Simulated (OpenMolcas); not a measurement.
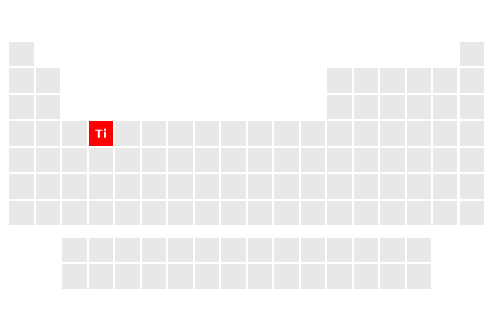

*The place of titanium in the periodic table.*

# Multiconfigurational calculation, with input and output: Ti³⁺

- system: Ti³⁺.
- method: state-averaged CASSCF, active space 1 electron in the shell 3d, basis ANO-RCC-VDZP, DKH2 scalar Hamiltonian, spin-orbit coupling by RASSI with atomic mean-field integrals (OpenMolcas)

Input:
```
&GATEWAY
Coord
1

Ti 0.0 0.0 0.0
Basis=ANO-RCC-VDZP
Group=XYZ
NoMove
AngMom=0.0 0.0 0.0
AMFI
&SEWARD
&RASSCF
FileOrb=start.orb
Symmetry=1
Spin=3
nActEl=1 0 0
Inactive=3 6
Ras2=5 0
CIRoot=5 5 1
SDav=5
CIMx=300
Iter=98 100
PrWF=0.3
OrbListing=Nothing
MaxOrb=0
Atom
>>> COPY $Project.JobIph JOB001
```

The file start.orb holds starting orbitals from an earlier step.

Command:
```bash
OMP_NUM_THREADS=1 MOLCAS_MEM=2252 MOLCAS_PROJECT=a pymolcas a.inp > a.log  # once for each step of the input, in one work folder
```

Output (extracts):
```
--- SEWARD ---
Basis set label: TI.ANO-RCC...5S4P2D1F.

      Electronic valence basis set:
      ------------------
      Associated Effective Charge  22.000000 au
      Associated Actual Charge     22.000000 au
      Nuclear Model: Point charge

      Shell  nPrim  nBasis  Cartesian Spherical Contaminant
         s      21       5        X
         p      15       4        X
         d      10       2                 X
         f       6       1                 X
                  Relativistic Douglas-Kroll-Hess integrals:
                    - DKH order of Hamiltonian: 2
                    - DKH order of Properties : 0
                  Atomic mean-field integrals
--- RASSCF ---

 Nr of active orbitals     NAC=   5
 Spin degeneracy         ISPIN=   3
 There can be no such wave function.
 ************************************************
--- Stop Module: rasscf at  /rc=_RC_INPUT_ERROR_ ---
.####################.
.# User input error #.
.####################.
```

What the run reported:

- outcome: refused by the program
- hardware: 1 thread of Arm Neoverse V1, 24 GiB of memory available, shared host

What went wrong:

The input is odd on purpose: wrong spin. The program refused the input; the driver noted: RASSCF spin 2: _RC_INPUT_ERROR_.
